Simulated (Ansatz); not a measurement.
**CH$_{7}$NSi$_{2}$: density, localisation and related maps**

Input

```
crystal:
  periodic: [false, false, false]
  atoms:
    - {symbol: N, position_ang: [-0.319083, 1.677858, -0.627152]}
    - {symbol: C, position_ang: [-0.110188, 0.487058, -0.210671]}
    - {symbol: Si, position_ang: [0.975718, 0.105732, 1.301021]}
    - {symbol: Si, position_ang: [-0.950903, -0.903023, -1.191375]}
    - {symbol: H, position_ang: [0.164802, 2.375225, -0.050801]}
    - {symbol: H, position_ang: [1.471997, 1.405967, 1.828686]}
    - {symbol: H, position_ang: [2.119100, -0.760911, 0.911084]}
    - {symbol: H, position_ang: [0.184264, -0.602819, 2.341218]}
    - {symbol: H, position_ang: [-1.832813, -1.672348, -0.271784]}
    - {symbol: H, position_ang: [-1.732258, -0.334947, -2.314424]}
    - {symbol: H, position_ang: [0.094861, -1.834691, -1.695005]}
basis:
  gaussian: {orbitals: def2-TZVPP}
hamiltonian: {xc: pbe0, dispersion: d4}
output: {orbitals: {seedname: orbitals}}
```

Run with:

```sh
ansatz run in.yaml --threads 2 --pin off --events-out ev --progress --plain --max-ram 4352MiB
```

Geometry: PBE0-D4/def2-TZVP.

The calculation used RKS PBE0-D4/def2-TZVPP (Ansatz 0.2.0).

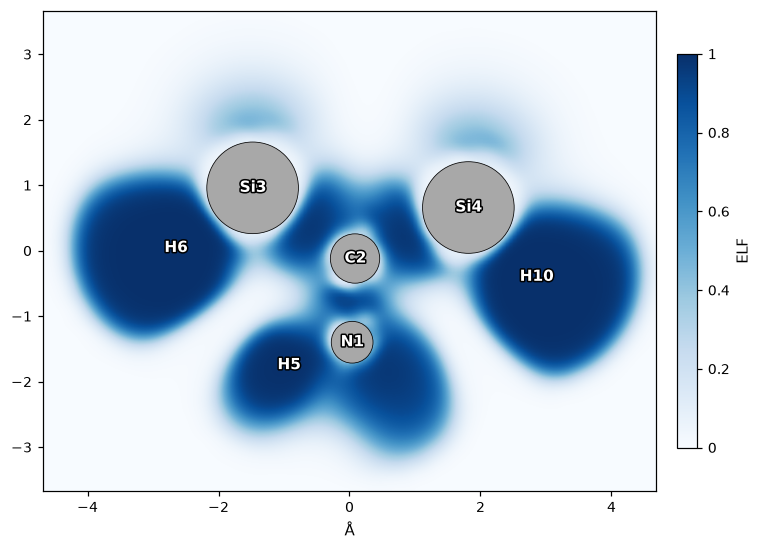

Figure 1. Electron localisation function on the plane of atoms C2, Si4 and H10. Grey discs cover the atomic cores.

**Read the bonding off the picture.**

- The plane passes through N, C, Si and H nuclei.
- C–N (1.28 Å): the ELF peaks at about 0.90 between the atoms; localised, covalent bonding.
- C–Si (1.90 Å): the ELF peaks at about 1 between the atoms: a covalent bond.
- N–H (1.03 Å): the ELF climbs to about 1 towards the hydrogen, as it does in any bond to H: an ordinary covalent bond to hydrogen.
- Si–H (1.48 Å): the ELF climbs to about 1 towards the hydrogen.
- The ELF also peaks beside N1, away from the bonds: lone-pair regions.

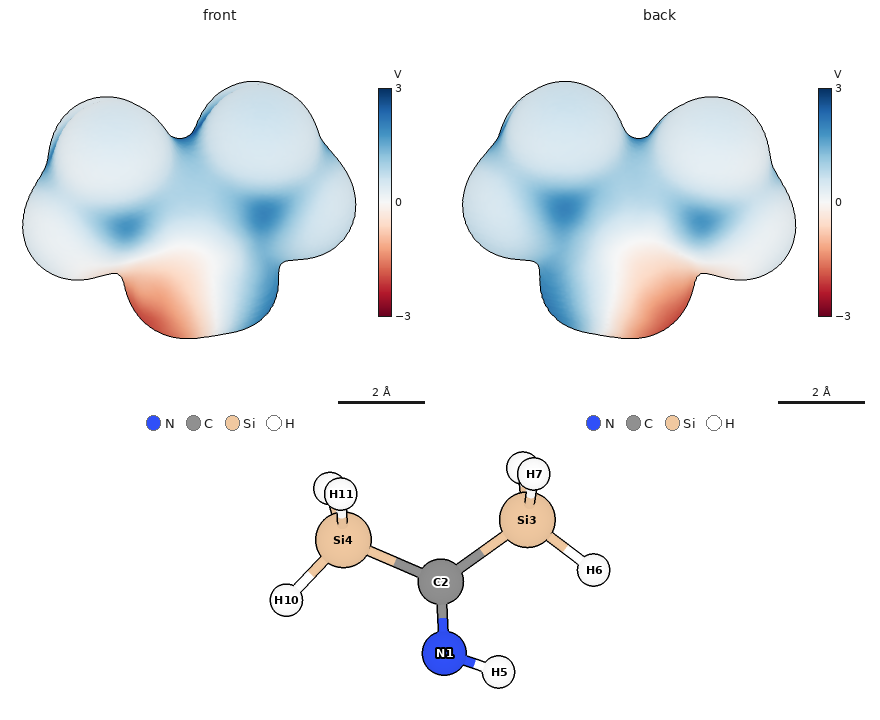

Figure 2. The molecular electrostatic potential painted on the density surface at 0.004 e/bohr³, seen from the front and from behind; red is negative and blue positive. The bare structure is drawn below in the same view.

**Describe the electrostatic potential map.**

The most negative region (about −1.9 V) lies over N1, the most positive (about +2.3 V) over Si3 and Si4. N1 is the likeliest acceptor of a hydrogen bond.

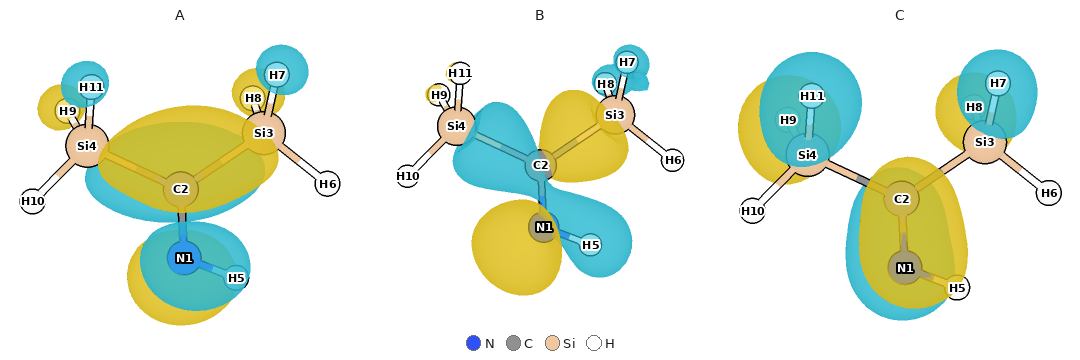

Figure 3. Three frontier orbitals at ±0.1 Å⁻³ᐟ² (yellow and cyan are the two phases), in no order.

**Order the three orbitals by energy and name them.**

C is the HOMO−1 (−9.25 eV). It lies mainly on N1 (about 35 %), C2 (about 20 %), Si4 (about 15 %), H9 (about 10 %), H11 (about 10 %) and Si3 (about 5 %). B is the HOMO (−7.00 eV). It lies mainly on N1 (about 45 %), C2 (about 20 %), Si3 (about 15 %), Si4 (about 10 %) and H5 (about 5 %). A is the LUMO (−1.39 eV). It lies mainly on N1 (about 35 %), C2 (about 30 %), Si3 (about 10 %) and Si4 (about 10 %); π-antibonding (π*) across N1–C2.

**What is the HOMO–LUMO gap?**

5.61 eV between the orbital energies.

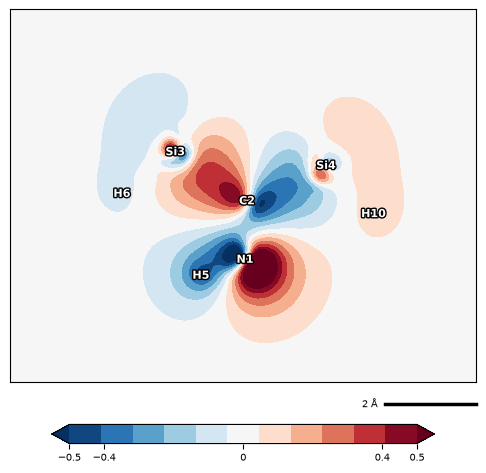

Figure 4. One frontier orbital on the plane of atoms C2, Si4 and H10 (values in Å⁻³ᐟ²; the overall sign is arbitrary).

**Which orbital is it: HOMO or LUMO?**

The HOMO, at −7.00 eV. It lies mainly on N1 (about 45 %), C2 (about 20 %), Si3 (about 15 %), Si4 (about 10 %) and H5 (about 5 %).
